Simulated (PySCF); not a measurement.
ClH₄OSi, charge −1, SMILES `[OH-].[SiH3]Cl`.

Level of theory: r2SCAN/def2-SVPD (PySCF), at a geometry from GFN2-xTB. GFN2-xTB bond lengths at metals and heavier atoms can be off by up to 0.1 Å and shapes distorted, which carries into these values.

Input

```python
import numpy as np
from pyscf import gto, scf, dft
from pyscf.scf import atom_ks, atom_hf
from scipy.linalg import block_diag
from pyscf.dispersion import dftd3

def solve(mol, dm0=None, hcore=None):
    mf = (dft.UKS if mol.spin else dft.RKS)(mol, xc='r2scan')
    mf.grids.level = 3
    mf = mf.density_fit(auxbasis='def2-universal-jkfit')
    mf.conv_tol, mf.max_cycle = 1e-8, 80
    if hcore is not None:
        mf.get_hcore = lambda *args: hcore
    mf.kernel(dm0)
    if not mf.converged:
        mf = mf.newton().run(mf.mo_coeff, mf.mo_occ, max_cycle=30)
    assert mf.converged, 'SCF not converged'
    return mf

mol = gto.M(atom='''
O     -2.87831    -0.61093    -0.02037
H     -3.39711     0.17541     0.18734
Si    -0.06969     0.70608    -0.00748
Cl     1.66037    -0.48521     0.00574
H     -1.34945    -0.06809    -0.01597
H      0.27121     1.57625    -1.14820
H      0.25113     1.56729     1.14698
''', basis='def2-svpd', charge=-1, spin=0, verbose=4)
mol_a = gto.M(atom='''
O     -2.87831    -0.61093    -0.02037
H     -3.39711     0.17541     0.18734
ghost-Si    -0.06969     0.70608    -0.00748
ghost-Cl     1.66037    -0.48521     0.00574
ghost-H     -1.34945    -0.06809    -0.01597
ghost-H      0.27121     1.57625    -1.14820
ghost-H      0.25113     1.56729     1.14698
''', basis='def2-svpd', charge=-1, spin=0, verbose=4)
mol_b = gto.M(atom='''
ghost-O     -2.87831    -0.61093    -0.02037
ghost-H     -3.39711     0.17541     0.18734
Si    -0.06969     0.70608    -0.00748
Cl     1.66037    -0.48521     0.00574
H     -1.34945    -0.06809    -0.01597
H      0.27121     1.57625    -1.14820
H      0.25113     1.56729     1.14698
''', basis='def2-svpd', charge=0, spin=0, verbose=4)
ab, a, b = solve(mol), solve(mol_a), solve(mol_b)
e_int = ab.e_tot - a.e_tot - b.e_tot
print('counterpoise-corrected interaction energy / kcal/mol', e_int * 627.5095)
def disp(atoms, charge):
    m = gto.M(atom=atoms, charge=charge, basis='sto-3g', spin=None, unit='Bohr', verbose=0)
    return dftd3.DFTD3Dispersion(m, xc='r2scan', version='d3bj').get_dispersion()['energy']
e_disp = disp(mol._atom, mol.charge) - disp(mol._atom[:2], mol_a.charge) - disp(mol._atom[2:], mol_b.charge)
print('D3(BJ) part / kcal/mol', e_disp * 627.5095)
# spherically averaged free atoms, for the promolecule
atm = atom_ks.get_atm_nrks(mol, xc='r2scan')
pro = block_diag(*[(atm[a[0]][2] * atm[a[0]][3]) @ atm[a[0]][2].T for a in mol._atom])
np.savez('result.npz', e_int=e_int, e_disp=e_disp, dm_a=a.make_rdm1(), dm_b=b.make_rdm1(), c=ab.mo_coeff, occ=ab.mo_occ, eps=ab.mo_energy, pro=pro, d=[f.dip_moment(verbose=0) for f in (ab, a, b)])
```

Launched as:

```sh
OMP_NUM_THREADS=1 python input.py
```

The run took 51 s on 1 thread of Arm Neoverse V1, on a shared host, peak memory 0.5 GiB.

Partitions, critical points and surface values were worked out afterwards from this run's density.

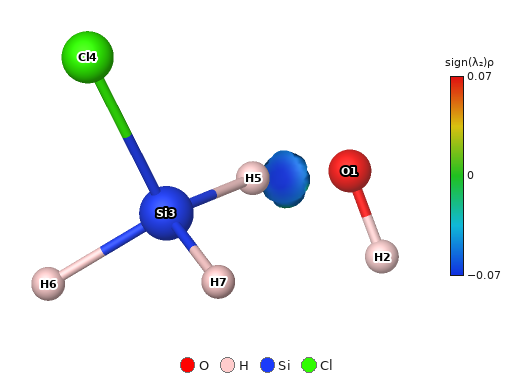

Non-covalent interaction surfaces between the fragments (reduced density gradient s = 0.4, coloured by sign(λ₂)ρ in a.u.; trimmed to the region between the fragments where ρ is under 0.1 a.u.). Fragment A: OH(−1) (atoms 1–2); fragment B: SiH3Cl.

Q: Which interactions hold the two fragments together?

A: Bond critical points between the fragments: O1···H5, strong, partly covalent contact, 1.62 Å, ρ = 0.065 a.u. It appears blue (attractive, sign(λ₂)ρ well below zero). The pose is a local one from a semi-empirical search, not shown to be the most stable. With a charged fragment, long-range electrostatics, which these surfaces don't show, weighs heavily in the interaction energy.

Q: How strongly are they bound?

A: The counterpoise-corrected interaction energy of the frozen fragments is −21.9 kcal/mol without dispersion correction and −22.1 kcal/mol with D3(BJ). The pair geometry is semi-empirical, not a minimum at this level.
